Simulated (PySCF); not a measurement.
**BGeH5 (SMILES [BH2][GeH3]) at 6 levels**

We compute a comparison of 6 runs (HF/STO-3G, HF/3-21G, HF/def2-SVP, PBE0/STO-3G, B3LYP/6-31G*) of BGeH5. Input form: a Python script.

The calculation is run with PySCF 2.14.0.

## (1) Starting point

The species is BGeH5 (7 atoms), meant as a singlet with charge 0. SMILES: `[BH2][GeH3]`. Geometry: relaxed at PBE0-D4/def2-TZVP.

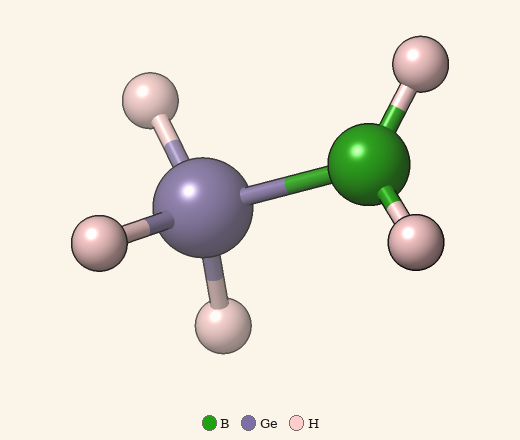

Viewed from a chosen angle; boron green, germanium purple, hydrogen pink.

## (2) Energy and gradient at HF/STO-3G (run 1)

input.py

```python
from pyscf import gto, scf

mol = gto.M(
    atom='''
B        0.007500      -1.219800       0.268100
Ge       0.048900       0.786100      -0.183400
H       -1.044400      -1.784600       0.312800
H        0.997700      -1.849300       0.488600
H       -0.601100       1.019700      -1.562200
H       -0.799800       1.566200       0.840700
H        1.452500       1.413700      -0.210300
''',
    verbose=3,
    max_memory=1860,
    basis='sto-3g',
)

mf = scf.RHF(mol)
mf.conv_tol = 1e-10
mf.kernel()
if not mf.converged:
    mf = mf.newton().run(mf.mo_coeff, mf.mo_occ)

etot = mf.e_tot
print(f'total energy: {etot:.8f} hartree')
grad = mf.nuc_grad_method().kernel()
dip = mf.dip_moment()
pop, q = mf.mulliken_pop()
```

Run with:

```console
$ OMP_NUM_THREADS=1 python input.py
```

The program printed:

```text
converged SCF energy = -2079.00830777149
total energy: -2079.00830777 hartree
--------------- RHF gradients ---------------
         x                y                z
0 B     0.0003987093     0.0000656079     0.0000317846
1 Ge     0.0063086546    -0.0278710473     0.0069434931
2 H    -0.0202869249    -0.0079869460     0.0001951665
3 H     0.0186678953    -0.0098273876     0.0036872816
4 H    -0.0181401900     0.0065987179    -0.0365807148
5 H    -0.0233711587     0.0210193228     0.0268215027
6 H     0.0364230145     0.0180017323    -0.0010985137
----------------------------------------------
Dipole moment(X, Y, Z, Debye):  0.05198, -0.24036,  0.05994
 ** Mulliken pop  **
pop of  0 B 1s            1.99093
pop of  0 B 2s            1.07822
pop of  0 B 2px           0.89471
pop of  0 B 2py           0.87412
pop of  0 B 2pz           0.06419
pop of  1 Ge 1s           1.99998
pop of  1 Ge 2s           1.99877
pop of  1 Ge 3s           1.99766
pop of  1 Ge 4s           1.23173
pop of  1 Ge 2px          1.99957
pop of  1 Ge 2py          1.99958
pop of  1 Ge 2pz          1.99958
pop of  1 Ge 3px          1.98073
pop of  1 Ge 3py          1.98122
pop of  1 Ge 3pz          1.98094
pop of  1 Ge 4px          0.80572
pop of  1 Ge 4py          0.86435
pop of  1 Ge 4pz          0.82025
pop of  1 Ge 3dxy         1.98737
pop of  1 Ge 3dyz         1.98791
pop of  1 Ge 3dz^2        1.98283
pop of  1 Ge 3dxz         1.98426
pop of  1 Ge 3dx2-y2      1.98411
pop of  2 H 1s            1.06594
pop of  3 H 1s            1.06543
pop of  4 H 1s            1.12570
pop of  5 H 1s            1.12572
pop of  6 H 1s            1.12847
 ** Mulliken atomic charges  **
charge of    0B =      0.09785
charge of    1Ge =      0.41342
charge of    2H =     -0.06594
charge of    3H =     -0.06543
charge of    4H =     -0.12570
charge of    5H =     -0.12572
charge of    6H =     -0.12847
```

Run time: 1.7 s. Hardware: 1 thread of Intel Xeon at 2.70GHz, shared host; peak memory 0.12 GiB.

## (3) Energy and gradient at HF/3-21G (run 2)

input.py

```python
from pyscf import gto

mol = gto.M(
    atom='''
B    0.007500  -1.219800   0.268100
Ge   0.048900   0.786100  -0.183400
H   -1.044400  -1.784600   0.312800
H    0.997700  -1.849300   0.488600
H   -0.601100   1.019700  -1.562200
H   -0.799800   1.566200   0.840700
H    1.452500   1.413700  -0.210300
''',
    basis='3-21g',
    spin=0,
    verbose=3,
    max_memory=1860,
)

hf = mol.RHF()
hf.conv_tol = 1e-10
hf.kernel()
if not hf.converged:
    hf = hf.newton().run(hf.mo_coeff, hf.mo_occ)

energy = hf.e_tot
print('E(%s) = %.9f' % ('HF', energy))
grad = hf.nuc_grad_method().kernel()
hf.analyze()
```

Run with:

```console
$ OMP_NUM_THREADS=1 python input.py
```

The program printed:

```text
converged SCF energy = -2092.72031516708
E(HF) = -2092.720315167
--------------- RHF gradients ---------------
         x                y                z
0 B    -0.0008104983     0.0103075764    -0.0024014885
1 Ge     0.0031197875    -0.0083825549     0.0022121543
2 H    -0.0030849105    -0.0018240680     0.0001647840
3 H     0.0028382822    -0.0018472868     0.0006387470
4 H    -0.0004241769     0.0006677296     0.0013621560
5 H    -0.0001721737    -0.0000123261    -0.0015951405
6 H    -0.0014663104     0.0010909297    -0.0003812122
----------------------------------------------
**** MO energy ****
MO #1   energy= -402.671331919779  occ= 2
MO #2   energy= -51.9004350852669  occ= 2
MO #3   energy= -45.9117195895905  occ= 2
MO #4   energy= -45.9116480133188  occ= 2
MO #5   energy= -45.9114955798107  occ= 2
MO #6   energy= -7.58553690056121  occ= 2
MO #7   energy= -7.12761617211166  occ= 2
MO #8   energy= -5.08187576223797  occ= 2
MO #9   energy= -5.08158680626606  occ= 2
MO #10  energy= -5.08085376630165  occ= 2
MO #11  energy= -1.53001305119477  occ= 2
MO #12  energy= -1.52994062924774  occ= 2
MO #13  energy= -1.52814820633388  occ= 2
MO #14  energy= -1.52779636852905  occ= 2
MO #15  energy= -1.5276952899023   occ= 2
MO #16  energy= -0.75497311589546  occ= 2
MO #17  energy= -0.658633152245466 occ= 2
MO #18  energy= -0.517152016269941 occ= 2
MO #19  energy= -0.462384053539219 occ= 2
MO #20  energy= -0.451698032441382 occ= 2
MO #21  energy= -0.410351998714977 occ= 2
MO #22  energy= 0.0503086490373137 occ= 0
MO #23  energy= 0.18114045485278   occ= 0
MO #24  energy= 0.195273368433172  occ= 0
MO #25  energy= 0.226661282793038  occ= 0
MO #26  energy= 0.296365567177395  occ= 0
MO #27  energy= 0.333143638587329  occ= 0
MO #28  energy= 0.350850059313589  occ= 0
MO #29  energy= 0.411725414526562  occ= 0
MO #30  energy= 0.436663901430744  occ= 0
MO #31  energy= 0.469408600327264  occ= 0
MO #32  energy= 0.491131327394849  occ= 0
MO #33  energy= 0.628402417113126  occ= 0
MO #34  energy= 0.636413748356642  occ= 0
MO #35  energy= 0.698998361854061  occ= 0
MO #36  energy= 1.10680747356752   occ= 0
MO #37  energy= 1.34854845749313   occ= 0
MO #38  energy= 1.36295344916128   occ= 0
MO #39  energy= 1.37230303566396   occ= 0
MO #40  energy= 1.39977260751603   occ= 0
MO #41  energy= 1.4410349279761    occ= 0
 ** Mulliken atomic charges  **
charge of    0B =     -0.10219
charge of    1Ge =      0.40509
charge of    2H =      0.00460
charge of    3H =      0.00559
charge of    4H =     -0.10187
charge of    5H =     -0.10192
charge of    6H =     -0.10931
Dipole moment(X, Y, Z, Debye):  0.04418, -0.55796,  0.13151
```

It took 2.3 s on 1 thread of Intel Xeon at 2.70GHz, shared host; peak memory 0.12 GiB.

Runs 3 to 4 aren't shown in full; the table further down has their settings and results.

## (4) Energy and forces at B3LYP/6-31G(d) (spherical functions) (run 5)

geometry.xyz

```xyz
7

B      0.007500    -1.219800     0.268100
Ge     0.048900     0.786100    -0.183400
H     -1.044400    -1.784600     0.312800
H      0.997700    -1.849300     0.488600
H     -0.601100     1.019700    -1.562200
H     -0.799800     1.566200     0.840700
H      1.452500     1.413700    -0.210300
```

calc.py

```python
import pyscf.grad
from pyscf import gto, dft

system = gto.M(
    atom='geometry.xyz',
    charge=0,
    max_memory=1860,
    verbose=4,
    basis='6-31g*',
)

mf = dft.RKS(system, xc='b3lyp')
mf.grids.level = 5
mf.conv_tol = 1e-10
mf.kernel()
if not mf.converged:
    mf = mf.newton().run(mf.mo_coeff, mf.mo_occ)

energy = mf.e_tot
print('Final energy', energy)
grad = mf.Gradients().kernel()
dip = mf.dip_moment()
pop, q = mf.mulliken_pop()
```

Run with:

```console
$ OMP_NUM_THREADS=1 python calc.py
```

The program printed:

```text
PySCF version 2.14.0

[... 73 lines left out ...]
converged SCF energy = -2104.57233243149
Final energy -2104.5723324314895
[... 14 lines left out ...]
Dipole moment(X, Y, Z, Debye): -0.00220, -0.54956,  0.12518
[... 25 lines left out ...]
pop of  1 Ge 3pz          1.99633
pop of  1 Ge 4px          0.75209
pop of  1 Ge 4py          0.80905
pop of  1 Ge 4pz          0.75712
pop of  1 Ge 5px          0.13898
pop of  1 Ge 5py          0.10356
pop of  1 Ge 5pz          0.13531
pop of  1 Ge 3dxy         1.36932
pop of  1 Ge 3dyz         1.36719
pop of  1 Ge 3dz^2        1.36858
pop of  1 Ge 3dxz         1.36846
pop of  1 Ge 3dx2-y2      1.36891
pop of  1 Ge 4dxy         0.58669
pop of  1 Ge 4dyz         0.58749
pop of  1 Ge 4dz^2        0.58708
pop of  1 Ge 4dxz         0.58719
pop of  1 Ge 4dx2-y2      0.58692
pop of  1 Ge 5dxy         0.07329
pop of  1 Ge 5dyz         0.05821
pop of  1 Ge 5dz^2        0.07395
pop of  1 Ge 5dxz         0.07367
pop of  1 Ge 5dx2-y2      0.07176
pop of  2 H 1s            0.52050
pop of  2 H 2s            0.47855
pop of  3 H 1s            0.52061
pop of  3 H 2s            0.47525
pop of  4 H 1s            0.48391
pop of  4 H 2s            0.47657
pop of  5 H 1s            0.48398
pop of  5 H 2s            0.47650
pop of  6 H 1s            0.48769
pop of  6 H 2s            0.47911
 ** Mulliken atomic charges  **
charge of    0B =      0.09961
charge of    1Ge =     -0.21694
charge of    2H =      0.00095
charge of    3H =      0.00413
charge of    4H =      0.03952
charge of    5H =      0.03953
charge of    6H =      0.03319
```

It took 25 s on 1 thread of Intel Xeon at 2.70GHz, shared host; peak memory 0.57 GiB.

## (5) Energy and forces at B3LYP/6-31G(d) (Cartesian functions) (run 6)

calc.py

```python
# [BH2][GeH3]
from pyscf import gto, dft

mol = gto.Mole()
mol.atom = '''
B    0.007500  -1.219800   0.268100
Ge   0.048900   0.786100  -0.183400
H   -1.044400  -1.784600   0.312800
H    0.997700  -1.849300   0.488600
H   -0.601100   1.019700  -1.562200
H   -0.799800   1.566200   0.840700
H    1.452500   1.413700  -0.210300
'''
mol.max_memory = 1860
mol.verbose = 4
mol.basis = '6-31g*'
mol.charge = 0
mol.cart = True
mol.spin = 0
mol.build()

calc0 = dft.RKS(mol)
calc0.xc = 'b3lyp'
calc0.conv_tol = 1e-10
calc0.grids.level = 5
calc0.kernel()
if not calc0.converged:
    calc0 = calc0.newton().run(calc0.mo_coeff, calc0.mo_occ)

e_final = calc0.e_tot
print('E(%s) = %.9f' % ('B3LYP', e_final))
grad = calc0.nuc_grad_method().kernel()
dip = calc0.dip_moment()
pop, q = calc0.mulliken_pop()
```

Run with:

```console
$ OMP_NUM_THREADS=1 python calc.py
```

The program printed:

```text
PySCF version 2.14.0

[... 74 lines left out ...]
converged SCF energy = -2104.57792000391
[... 15 lines left out ...]
Dipole moment(X, Y, Z, Debye): -0.00231, -0.55591,  0.12661
[... 29 lines left out ...]
pop of  1 Ge 4pz          0.75531
pop of  1 Ge 5px          0.13955
pop of  1 Ge 5py          0.10490
pop of  1 Ge 5pz          0.13592
pop of  1 Ge 3dxx         0.93610
pop of  1 Ge 3dxy         1.36911
pop of  1 Ge 3dxz         1.36825
pop of  1 Ge 3dyy         0.93655
pop of  1 Ge 3dyz         1.36697
pop of  1 Ge 3dzz         0.93594
pop of  1 Ge 4dxx         0.39740
pop of  1 Ge 4dxy         0.58669
pop of  1 Ge 4dxz         0.58720
pop of  1 Ge 4dyy         0.39798
pop of  1 Ge 4dyz         0.58750
pop of  1 Ge 4dzz         0.39741
pop of  1 Ge 5dxx         0.01652
pop of  1 Ge 5dxy         0.07350
pop of  1 Ge 5dxz         0.07386
pop of  1 Ge 5dyy         0.00643
pop of  1 Ge 5dyz         0.05840
pop of  1 Ge 5dzz         0.02125
pop of  2  H 1s           0.51964
pop of  2  H 2s           0.47948
pop of  3  H 1s           0.51976
pop of  3  H 2s           0.47618
pop of  4  H 1s           0.48526
pop of  4  H 2s           0.48180
pop of  5  H 1s           0.48533
pop of  5  H 2s           0.48174
pop of  6  H 1s           0.48913
pop of  6  H 2s           0.48440
 ** Mulliken atomic charges  **
charge of    0B =      0.08682
charge of    1Ge =     -0.18411
charge of    2H =      0.00089
charge of    3H =      0.00405
charge of    4H =      0.03294
charge of    5H =      0.03293
charge of    6H =      0.02647
```

It took 19 s on 1 thread of Intel Xeon at 2.70GHz, shared host; peak memory 0.6 GiB.

## (6) The series

| run | level | integration grid | Cartesian functions | energy (Eh) | dipole moment (D) | HOMO energy (eV) | LUMO energy (eV) | wall time |
| --- | --- | --- | --- | --- | --- | --- | --- | --- |
| 1 | HF/STO-3G | – | no | -2079.008308 | 0.25 | -9.51 | 6.13 | 1.7 s |
| 2 | HF/3-21G | – | no | -2092.720315 | 0.57 | -11.17 | 1.37 | 2.3 s |
| 3 | HF/def2-SVP | – | no | -2102.632601 | 0.69 | -11.23 | 1.25 | 7.2 s |
| 4 | PBE0/STO-3G | 5 | no | -2080.307195 | 0.18 | -5.87 | 1.00 | 12 s |
| 5 | B3LYP/6-31G* (spherical functions) | 5 | no | -2104.572332 | 0.56 | -8.02 | -2.31 | 25 s |
| 6 | B3LYP/6-31G* (Cartesian functions) | 5 | yes | -2104.577920 | 0.57 | -8.02 | -2.32 | 19 s |

## (7) Results

```
                       quantity           value
            run 6: total energy  -2104.57792 Eh
           run 6: dipole moment          0.57 D
             run 6: HOMO energy        -8.02 eV
             run 6: LUMO energy        -2.32 eV
           run 6: HOMO–LUMO gap         5.70 eV
run 6: largest force on an atom      0.155 eV/Å
```

What this shows: The dipole moment (its size) runs from 0.18 D (PBE0/STO-3G) to 0.69 D (HF/def2-SVP). The two ends differ in method and basis. The two dipoles point in opposite directions. The HOMO–LUMO gap runs from 5.70 eV (B3LYP/6-31G*) to 15.64 eV (HF/STO-3G). Totals of different functionals can't be ranked against each other. In runs 1, 4 the basis is minimal, so the values are rough. All runs together took 67 s, the longest 25 s.
